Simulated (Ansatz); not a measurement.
# Re(0001) with 2 thermally displaced layers, 2x2: scattering by thermal displacements, part 2 of 2

Wanted: the phonon-limited resistivity of Re at 800 K by the Landauer route.

Ansatz 0.2.0; Ansatz plane-wave DFT, PBE, PAW files; ballistic transport by layer matching (Landauer), zero bias; PAW set soft_1.

So far. Step 2 (With 2 displaced layers): Over the solved energies the transmission per spin lies between 4.57 and 4.79, out of 5.24 channels of the lead on average (up to 5.38).

**3. With 6 displaced layers**

System of this step: Re(0001) with 6 thermally displaced layers, 2x2. The cell holds 64 atoms: 64 Re. Its edges and angles: a = 5.522 Å, b = 5.522 Å, c = 35.666 Å, α = 90.0°, β = 90.0°, γ = 120.0°. It derives from Re. Regions: lead, 40 atoms (40 Re); scattering region, 24 atoms (24 Re). The structure is stacked along c, and the current runs across the ab planes.

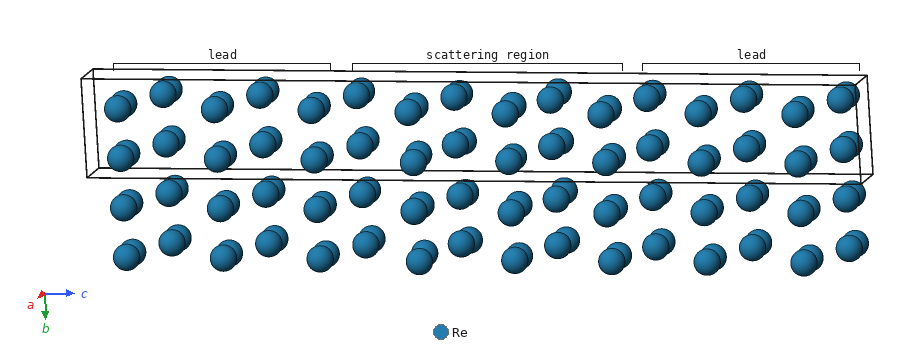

The cell of this step (rhenium blue). 1×2×1 cells are drawn.

Contents of input.yaml:

```yaml
crystal:
  lattice:
    - [5.5216, 0.0, 0.0]
    - [-2.7608, 4.7818458695, 0.0]
    - [0.0, 0.0, 35.6656]
  atoms:
    - { symbol: Re, position: [0.1666666667, 0.3333333333, 0.03125] }
    - { symbol: Re, position: [0.1666666667, 0.8333333333, 0.03125] }
    - { symbol: Re, position: [0.6666666667, 0.3333333333, 0.03125] }
    - { symbol: Re, position: [0.6666666667, 0.8333333333, 0.03125] }
    - { symbol: Re, position: [0.3333333333, 0.1666666667, 0.09375] }
    - { symbol: Re, position: [0.3333333333, 0.6666666667, 0.09375] }
    - { symbol: Re, position: [0.8333333333, 0.1666666667, 0.09375] }
    - { symbol: Re, position: [0.8333333333, 0.6666666667, 0.09375] }
    - { symbol: Re, position: [0.1666666667, 0.3333333333, 0.15625] }
    - { symbol: Re, position: [0.1666666667, 0.8333333333, 0.15625] }
    - { symbol: Re, position: [0.6666666667, 0.3333333333, 0.15625] }
    - { symbol: Re, position: [0.6666666667, 0.8333333333, 0.15625] }
    - { symbol: Re, position: [0.3333333333, 0.1666666667, 0.21875] }
    - { symbol: Re, position: [0.3333333333, 0.6666666667, 0.21875] }
    - { symbol: Re, position: [0.8333333333, 0.1666666667, 0.21875] }
    - { symbol: Re, position: [0.8333333333, 0.6666666667, 0.21875] }
    - { symbol: Re, position: [0.1666666667, 0.3333333333, 0.28125] }
    - { symbol: Re, position: [0.1666666667, 0.8333333333, 0.28125] }
    - { symbol: Re, position: [0.6666666667, 0.3333333333, 0.28125] }
    - { symbol: Re, position: [0.6666666667, 0.8333333333, 0.28125] }
    - { symbol: Re, position: [0.3434599813, 0.1678144724, 0.3425329447] }
    - { symbol: Re, position: [0.3207933582, 0.6610782453, 0.3441104437] }
    - { symbol: Re, position: [0.8213813208, 0.1641128207, 0.34348936] }
    - { symbol: Re, position: [0.8403623037, 0.6692874618, 0.3443317198] }
    - { symbol: Re, position: [0.158962247, 0.3317508672, 0.407533312] }
    - { symbol: Re, position: [0.1747712707, 0.8179612735, 0.4087281853] }
    - { symbol: Re, position: [0.6856666915, 0.3428724441, 0.406682895] }
    - { symbol: Re, position: [0.6722479993, 0.851134457, 0.4094588032] }
    - { symbol: Re, position: [0.3604108445, 0.182722903, 0.4693350063] }
    - { symbol: Re, position: [0.3205301154, 0.6666122857, 0.4698246027] }
    - { symbol: Re, position: [0.8221230244, 0.1714907523, 0.4694536562] }
    - { symbol: Re, position: [0.8334643577, 0.6522096493, 0.4676668401] }
    - { symbol: Re, position: [0.1549109498, 0.3190511022, 0.5340972212] }
    - { symbol: Re, position: [0.1634314197, 0.8373497572, 0.5308267352] }
    - { symbol: Re, position: [0.6914695584, 0.3494537556, 0.5322867531] }
    - { symbol: Re, position: [0.6436857049, 0.8339685604, 0.5323691456] }
    - { symbol: Re, position: [0.3401765682, 0.1591225764, 0.5967325027] }
    - { symbol: Re, position: [0.3153335665, 0.6585900034, 0.5952806102] }
    - { symbol: Re, position: [0.8460757149, 0.1911140825, 0.5940585925] }
    - { symbol: Re, position: [0.8243334678, 0.6620569552, 0.5919638716] }
    - { symbol: Re, position: [0.1570056317, 0.3410300917, 0.657201327] }
    - { symbol: Re, position: [0.1757480158, 0.8241202741, 0.6590149485] }
    - { symbol: Re, position: [0.6732390594, 0.352555445, 0.6555415604] }
    - { symbol: Re, position: [0.6604149406, 0.8363829885, 0.6579384152] }
    - { symbol: Re, position: [0.3333333333, 0.1666666667, 0.71875] }
    - { symbol: Re, position: [0.3333333333, 0.6666666667, 0.71875] }
    - { symbol: Re, position: [0.8333333333, 0.1666666667, 0.71875] }
    - { symbol: Re, position: [0.8333333333, 0.6666666667, 0.71875] }
    - { symbol: Re, position: [0.1666666667, 0.3333333333, 0.78125] }
    - { symbol: Re, position: [0.1666666667, 0.8333333333, 0.78125] }
    - { symbol: Re, position: [0.6666666667, 0.3333333333, 0.78125] }
    - { symbol: Re, position: [0.6666666667, 0.8333333333, 0.78125] }
    - { symbol: Re, position: [0.3333333333, 0.1666666667, 0.84375] }
    - { symbol: Re, position: [0.3333333333, 0.6666666667, 0.84375] }
    - { symbol: Re, position: [0.8333333333, 0.1666666667, 0.84375] }
    - { symbol: Re, position: [0.8333333333, 0.6666666667, 0.84375] }
    - { symbol: Re, position: [0.1666666667, 0.3333333333, 0.90625] }
    - { symbol: Re, position: [0.1666666667, 0.8333333333, 0.90625] }
    - { symbol: Re, position: [0.6666666667, 0.3333333333, 0.90625] }
    - { symbol: Re, position: [0.6666666667, 0.8333333333, 0.90625] }
    - { symbol: Re, position: [0.3333333333, 0.1666666667, 0.96875] }
    - { symbol: Re, position: [0.3333333333, 0.6666666667, 0.96875] }
    - { symbol: Re, position: [0.8333333333, 0.1666666667, 0.96875] }
    - { symbol: Re, position: [0.8333333333, 0.6666666667, 0.96875] }
kpoints:
  mp_grid: { grid: [5, 5, 1] }
hamiltonian:
  xc: pbe
  pseudopotentials: { kind: paw, azcp: { folder: soft_1 } }
scf:
  occupations: { method: fermi_dirac, width: 0.1 }
output:
  transmission:
    leads: [[0, 8]]
    kmesh: [10, 10]
    e_range: [-0.05, 0.05]
    de: 0.05
  write_potential: true
  write_density: true
  volumetric_format: npy
```

On the command line:

```bash
$ ansatz run input.yaml --threads 4 --pin off --max-ram 15360MiB --backend cpu --events-out ev --progress --plain --runs-dir out
```

Numbers of over 12 decimals in the logs are rounded to 6 here.

What it wrote:

```text
[...]
Crystal: 64 atoms, lattice volume = 941.695 Å³
Basis set: ecut = 420 eV, 18377 PW (Γ)
Bands: 576, of which v1, the nominal top of the filled ones, is band 480 counted from 1 (479 counted from 0)
Symmetry: 1 space group operations
[...]
k-points: 13 of 25 (time reversal used)
[...]
SCF iter   1: F=—  HF=-695645.839912 eV  |F-HF|=—  |Δ(HF+E_count)|=         —  Δρ=6.08e-2  dr2=3.63e1  ethr=3.10e-3  ⟨swp⟩=5.0  Hψ=22563  notcnv=0
[...]
SCF iter   8: F=-695633.885796 eV  HF=-695633.885796 eV  |F-HF|=1.16e-9  |Δ(HF+E_count)|=   1.09e-8  Δρ=6.25e-7  dr2=3.08e-9  ethr=1.04e-11  ⟨swp⟩=8.0  Hψ=17799  notcnv=0
SCF 1 converged in 8 iterations: F = -695633.885796 eV  dr2 = 3.08e-9
[...]
transmission: 344 of 3432 steps passed
transmission: 689 of 3432 steps passed
[...]
transmission: 3432 of 3432 steps passed
SCF converged after 8 iterations
Free energy (F): -695633.885796 eV
[...]
Internal energy: -695632.133466 eV  (E = F + TS)
E sigma→0 (E₀):  -695633.009631 eV
Entropy (-TS):   -1.752330 eV (-27.380 meV/atom)
Fermi energy:    24.069980 eV
[...]
--- Band table (eV; the first three rows and the last of 13) ---
  k-point 0: bands = [... 476 lower, 24.5394, 24.5574, 24.6591, 24.9216, 24.9341, 24.9348, 24.9572, 24.9635, ... 92 higher]
  k-point 1: bands = [... 476 lower, 24.1820, 24.2002, 24.2221, 24.2626, 24.2717, 24.3022, 24.3231, 24.3451, ... 92 higher]
  k-point 2: bands = [... 476 lower, 23.7113, 23.7244, 23.7570, 23.7895, 23.8822, 23.9208, 23.9947, 24.0150, ... 92 higher]
  k-point 12: bands = [... 476 lower, 23.7742, 23.7917, 23.8173, 23.8466, 23.8804, 23.9693, 23.9856, 24.0914, ... 92 higher]
--- Transmission ---
  basis      : 235 plane waves across, 66 finite elements along
  points     : 52, standing for a mesh of 10 x 10
[...]
channels       : 5.380000e0 a spin
[...]
junction   : crystal 0 to crystal 0, 0.70 to 31.91 Å
    transmission   : 3.696393e0 a spin
[...]
```

Wall time 12 min (4 threads of Intel Xeon Platinum 8559C (Emerald Rapids), shared host); peak memory 10 GiB; 42 min of CPU time.

Numbers from this step:

- free energy: -695633.8858 eV
- energy at zero smearing: -695633.0096 eV
- Fermi energy: 24.07 eV
- transmission per spin nearest the Fermi level: 3.696
- step of the lead's potential: 7.8 meV

Per spin. Table of transmission, zone mean by energy, zero at the Fermi level:

```tsv
energy (eV)	transmission, zone mean
-0.0500	3.60
0.0000	3.70
0.0500	3.60
```

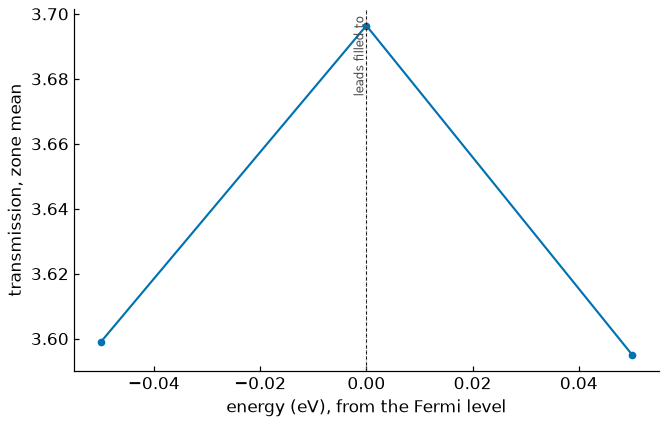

Transmission, zone mean, plotted against energy.

Over the solved energies the transmission per spin lies between 3.60 and 3.70, out of 5.27 channels of the lead on average (up to 5.38).

**4. With 10 displaced layers**

System of this step: Re(0001) with 10 thermally displaced layers, 2x2. The cell holds 80 atoms: 80 Re. Cell: a = 5.522 Å, b = 5.522 Å, c = 44.582 Å, α = 90.0°, β = 90.0°, γ = 120.0°. It derives from Re. Regions: lead, 40 atoms (40 Re); scattering region, 40 atoms (40 Re). The structure is stacked along c, and the current runs across the ab planes.

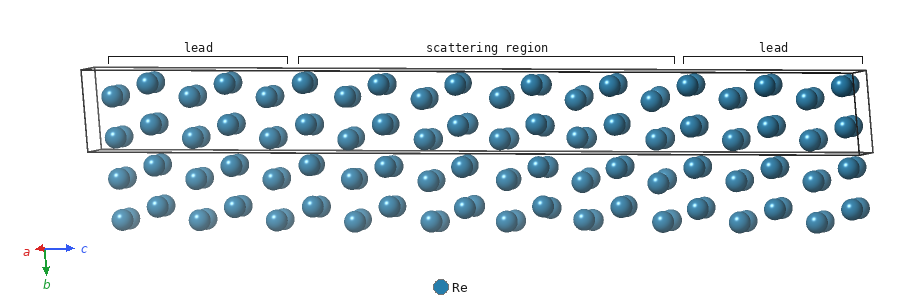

The cell of this step (rhenium blue). 1×2×1 cells are drawn.

Contents of input.yaml:

```yaml
crystal:
  lattice:
    - [5.5216, 0.0, 0.0]
    - [-2.7608, 4.7818458695, 0.0]
    - [0.0, 0.0, 44.582]
  atoms:
    - { symbol: Re, position: [0.1666666667, 0.3333333333, 0.025] }
    - { symbol: Re, position: [0.1666666667, 0.8333333333, 0.025] }
    - { symbol: Re, position: [0.6666666667, 0.3333333333, 0.025] }
    - { symbol: Re, position: [0.6666666667, 0.8333333333, 0.025] }
    - { symbol: Re, position: [0.3333333333, 0.1666666667, 0.075] }
    - { symbol: Re, position: [0.3333333333, 0.6666666667, 0.075] }
    - { symbol: Re, position: [0.8333333333, 0.1666666667, 0.075] }
    - { symbol: Re, position: [0.8333333333, 0.6666666667, 0.075] }
    - { symbol: Re, position: [0.1666666667, 0.3333333333, 0.125] }
    - { symbol: Re, position: [0.1666666667, 0.8333333333, 0.125] }
    - { symbol: Re, position: [0.6666666667, 0.3333333333, 0.125] }
    - { symbol: Re, position: [0.6666666667, 0.8333333333, 0.125] }
    - { symbol: Re, position: [0.3333333333, 0.1666666667, 0.175] }
    - { symbol: Re, position: [0.3333333333, 0.6666666667, 0.175] }
    - { symbol: Re, position: [0.8333333333, 0.1666666667, 0.175] }
    - { symbol: Re, position: [0.8333333333, 0.6666666667, 0.175] }
    - { symbol: Re, position: [0.1666666667, 0.3333333333, 0.225] }
    - { symbol: Re, position: [0.1666666667, 0.8333333333, 0.225] }
    - { symbol: Re, position: [0.6666666667, 0.3333333333, 0.225] }
    - { symbol: Re, position: [0.6666666667, 0.8333333333, 0.225] }
    - { symbol: Re, position: [0.3314613602, 0.1595178854, 0.2732436151] }
    - { symbol: Re, position: [0.3215831629, 0.672803973, 0.2762960718] }
    - { symbol: Re, position: [0.8250376669, 0.1535496362, 0.2761432862] }
    - { symbol: Re, position: [0.8154422647, 0.6579607454, 0.2758132496] }
    - { symbol: Re, position: [0.1452336533, 0.3380505593, 0.3242383163] }
    - { symbol: Re, position: [0.16736, 0.8324090857, 0.3252646775] }
    - { symbol: Re, position: [0.6693769122, 0.3240743195, 0.326860837] }
    - { symbol: Re, position: [0.6794945506, 0.8436345517, 0.3265254395] }
    - { symbol: Re, position: [0.3468135344, 0.1769721096, 0.3750989931] }
    - { symbol: Re, position: [0.3174231034, 0.6650178872, 0.3739922875] }
    - { symbol: Re, position: [0.8198678642, 0.1698221432, 0.3742554601] }
    - { symbol: Re, position: [0.8160777532, 0.6539325598, 0.3753515037] }
    - { symbol: Re, position: [0.1785320553, 0.3494793518, 0.4249817781] }
    - { symbol: Re, position: [0.1862426449, 0.850453728, 0.4265061913] }
    - { symbol: Re, position: [0.6491579422, 0.3483344585, 0.425444747] }
    - { symbol: Re, position: [0.6734135444, 0.8378656868, 0.425501237] }
    - { symbol: Re, position: [0.3345196207, 0.1622846574, 0.4725097268] }
    - { symbol: Re, position: [0.327275313, 0.6568538223, 0.4764145204] }
    - { symbol: Re, position: [0.8307896712, 0.1676858258, 0.4738874045] }
    - { symbol: Re, position: [0.8278639173, 0.6665258583, 0.4730548374] }
    - { symbol: Re, position: [0.169198405, 0.3320382863, 0.523447249] }
    - { symbol: Re, position: [0.1444411617, 0.8395972393, 0.5246103009] }
    - { symbol: Re, position: [0.6596210616, 0.3304500973, 0.5273787533] }
    - { symbol: Re, position: [0.6666688732, 0.8343908768, 0.5230526142] }
    - { symbol: Re, position: [0.3563521485, 0.1778683713, 0.5763971971] }
    - { symbol: Re, position: [0.3394331619, 0.6778581987, 0.5754857708] }
    - { symbol: Re, position: [0.8388877526, 0.1648085273, 0.5730698804] }
    - { symbol: Re, position: [0.8323997544, 0.6430425466, 0.5746857926] }
    - { symbol: Re, position: [0.158137977, 0.3206009472, 0.6258029111] }
    - { symbol: Re, position: [0.161881617, 0.8279995633, 0.6256807551] }
    - { symbol: Re, position: [0.6701067086, 0.3502915319, 0.6254602455] }
    - { symbol: Re, position: [0.6497824928, 0.8095956034, 0.623287441] }
    - { symbol: Re, position: [0.3445159069, 0.1660488365, 0.6746292356] }
    - { symbol: Re, position: [0.3428780801, 0.6510066709, 0.6742330559] }
    - { symbol: Re, position: [0.8319158041, 0.1738253185, 0.6741310721] }
    - { symbol: Re, position: [0.817048709, 0.6470692335, 0.6759551144] }
    - { symbol: Re, position: [0.1722822285, 0.3275172009, 0.7252139007] }
    - { symbol: Re, position: [0.150118804, 0.8275729183, 0.726804486] }
    - { symbol: Re, position: [0.6822055331, 0.3615407974, 0.7239691373] }
    - { symbol: Re, position: [0.6716087664, 0.8309463827, 0.7257409628] }
    - { symbol: Re, position: [0.3333333333, 0.1666666667, 0.775] }
    - { symbol: Re, position: [0.3333333333, 0.6666666667, 0.775] }
    - { symbol: Re, position: [0.8333333333, 0.1666666667, 0.775] }
    - { symbol: Re, position: [0.8333333333, 0.6666666667, 0.775] }
    - { symbol: Re, position: [0.1666666667, 0.3333333333, 0.825] }
    - { symbol: Re, position: [0.1666666667, 0.8333333333, 0.825] }
    - { symbol: Re, position: [0.6666666667, 0.3333333333, 0.825] }
    - { symbol: Re, position: [0.6666666667, 0.8333333333, 0.825] }
    - { symbol: Re, position: [0.3333333333, 0.1666666667, 0.875] }
    - { symbol: Re, position: [0.3333333333, 0.6666666667, 0.875] }
    - { symbol: Re, position: [0.8333333333, 0.1666666667, 0.875] }
    - { symbol: Re, position: [0.8333333333, 0.6666666667, 0.875] }
    - { symbol: Re, position: [0.1666666667, 0.3333333333, 0.925] }
    - { symbol: Re, position: [0.1666666667, 0.8333333333, 0.925] }
    - { symbol: Re, position: [0.6666666667, 0.3333333333, 0.925] }
    - { symbol: Re, position: [0.6666666667, 0.8333333333, 0.925] }
    - { symbol: Re, position: [0.3333333333, 0.1666666667, 0.975] }
    - { symbol: Re, position: [0.3333333333, 0.6666666667, 0.975] }
    - { symbol: Re, position: [0.8333333333, 0.1666666667, 0.975] }
    - { symbol: Re, position: [0.8333333333, 0.6666666667, 0.975] }
kpoints:
  mp_grid: { grid: [5, 5, 1] }
hamiltonian:
  xc: pbe
  pseudopotentials: { kind: paw, azcp: { folder: soft_1 } }
scf:
  occupations: { method: fermi_dirac, width: 0.1 }
output:
  transmission:
    leads: [[0, 8]]
    kmesh: [10, 10]
    e_range: [-0.05, 0.05]
    de: 0.05
  write_potential: true
  write_density: true
  volumetric_format: npy
```

What it wrote:

```text
[...]
Crystal: 80 atoms, lattice volume = 1177.118 Å³
Basis set: ecut = 420 eV, 23015 PW (Γ)
Bands: 720, of which v1, the nominal top of the filled ones, is band 600 counted from 1 (599 counted from 0)
Symmetry: 1 space group operations
[...]
k-points: 13 of 25 (time reversal used)
[...]
SCF iter   1: F=—  HF=-869556.693037 eV  |F-HF|=—  |Δ(HF+E_count)|=         —  Δρ=6.09e-2  dr2=4.34e1  ethr=3.10e-3  ⟨swp⟩=5.0  Hψ=28127  notcnv=0
[...]
SCF iter   8: F=-869541.659113 eV  HF=-869541.659113 eV  |F-HF|=2.56e-9  |Δ(HF+E_count)|=   2.10e-8  Δρ=6.06e-7  dr2=4.97e-9  ethr=8.33e-12  ⟨swp⟩=8.2  Hψ=22655  notcnv=0
SCF 1 converged in 8 iterations: F = -869541.659113 eV  dr2 = 4.97e-9
[...]
transmission: 422 of 4212 steps passed
transmission: 845 of 4212 steps passed
[...]
transmission: 4212 of 4212 steps passed
SCF converged after 8 iterations
Free energy (F): -869541.659113 eV
[...]
Internal energy: -869539.466778 eV  (E = F + TS)
E sigma→0 (E₀):  -869540.562945 eV
Entropy (-TS):   -2.192335 eV (-27.404 meV/atom)
Fermi energy:    24.062352 eV
[...]
--- Band table (eV; the first three rows and the last of 13) ---
  k-point 0: bands = [... 596 lower, 24.6519, 24.6680, 24.6733, 24.6967, 24.7113, 24.8066, 24.8509, 24.8749, ... 116 higher]
  k-point 1: bands = [... 596 lower, 24.1749, 24.2053, 24.2279, 24.2563, 24.2841, 24.2926, 24.3075, 24.3309, ... 116 higher]
  k-point 2: bands = [... 596 lower, 23.7308, 23.7456, 23.7911, 23.8075, 23.8675, 23.8959, 23.9495, 23.9761, ... 116 higher]
  k-point 12: bands = [... 596 lower, 23.8245, 23.8433, 23.8636, 23.8715, 23.8910, 23.9184, 23.9478, 24.0768, ... 116 higher]
--- Transmission ---
  basis      : 235 plane waves across, 81 finite elements along
  points     : 52, standing for a mesh of 10 x 10
[...]
channels       : 5.380000e0 a spin
[...]
junction   : crystal 0 to crystal 0, 0.70 to 40.82 Å
    transmission   : 3.080116e0 a spin
[...]
```

Run time: 18 min. Hardware: 4 threads; peak memory 8.5 GiB.

Numbers from this step:

| Item | Value |
| --- | --- |
| free energy | -869541.6591 eV |
| energy at zero smearing | -869540.5629 eV |
| Fermi energy | 24.06 eV |
| transmission per spin nearest the Fermi level | 3.080 |
| step of the lead's potential | 7.7 meV |

Per spin. Table of transmission, zone mean by energy, zero at the Fermi level:

```tsv
energy (eV)	transmission, zone mean
-0.0500	3.05
0.0000	3.08
0.0500	2.95
```

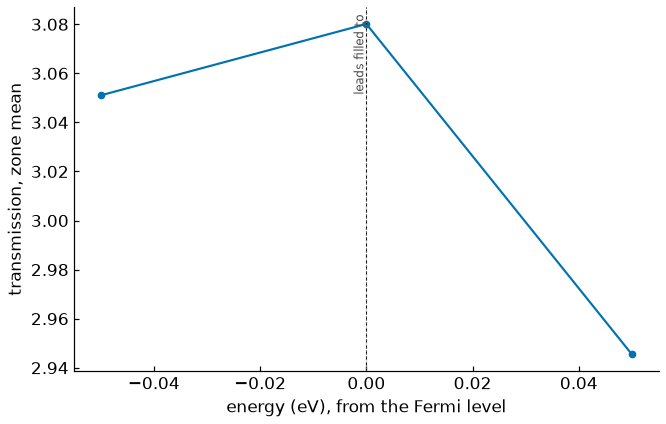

Transmission, zone mean, plotted against energy.

Over the solved energies the transmission per spin lies between 2.95 and 3.08, out of 5.26 channels of the lead on average (up to 5.38).

**5. Resistance against length**

This step: Ansatz plane-wave DFT, PBE, PAW files; ballistic transport by layer matching (Landauer), zero bias; resistivity from the slope of the area resistance; PAW set soft_1 (Ansatz 0.2.0).

Numbers from this step:

- resistivity: 22.17 µΩ cm
- intercept: -0.01182 fΩ m²
- scatter about the fit: 0.005524 fΩ m²

Resistance, by row:

```tsv
run	length (Å)	T	channels N	RA (fΩ m²)
n2	4.458	4.646	5.24	0.08312
n6	13.37	3.63	5.273	0.2925
n10	22.29	3.026	5.26	0.4785
```

Table of area resistance by length of the displaced region:

```tsv
length of the displaced region (Å)	area resistance (fΩ m²)
4.46	0.0831
13.37	0.293
22.29	0.478
```

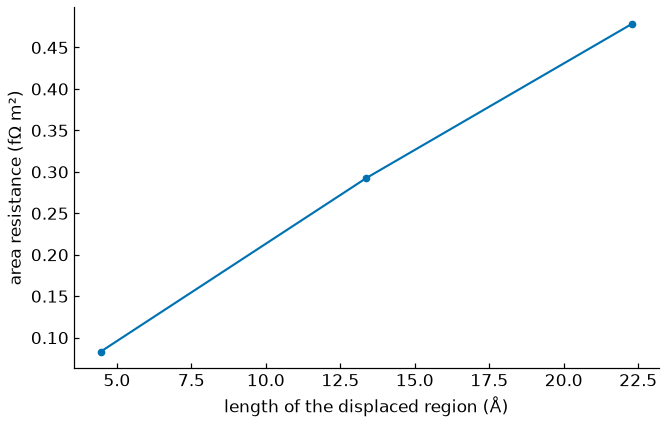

Area resistance, plotted against length of the displaced region.

The area resistance goes from 0.083 to 0.48 fΩ m² between 4.5 and 22.3 Å, a slope of 22 µΩ cm.

By hand from the end points: (0.4785 − 0.08312) fΩ m² / (22.29 − 4.46) Å = 22 µΩ cm, since 1 fΩ m² per Å is 1000 µΩ cm.

**6. What came out**

```yaml
resistivity_from_the_slope: 22.2 µΩ cm
area_resistance_over_4p46_a: 0.0831 fΩ m²
area_resistance_over_13p4_a: 0.293 fΩ m²
area_resistance_over_22p3_a: 0.478 fΩ m²
```

What this shows: The slope gives 22 µΩ cm. The points scatter by 0.0055 fΩ m² about the line, with one random draw a length in a 2x2 cell, so the slope is a rough value. The mean square of the displacements drawn is 0.73, 0.99 and 0.93 of the nominal one at the three lengths; with each resistance scaled back by that, the slope is 23 µΩ cm, the value used below. Read with a model of isotropic scattering on a spherical Fermi surface and the lead's 1.5×10¹⁵ S/m², this slope means a mean free path near 23 Å; over these lengths the model's slope is 1.05 times its bulk resistivity, which would be 22 µΩ cm. Uncorrelated displacements put too much weight on short waves, which scatter strongly; with the sideways repeat of a small cell, one draw and three short lengths, the method is good to a factor of two or three. Spin-orbit coupling is left out, which matters for Re.

[Logs are printed without paths, hosts, clocks, repeated set-up lines and the standing remarks that a program may print on its own settings, such as how far it seeks lower states.]

[Hosts, paths, dates, database ids (printed as entryN), source tags and the programs' standing remarks are cut or masked in the printed files.]
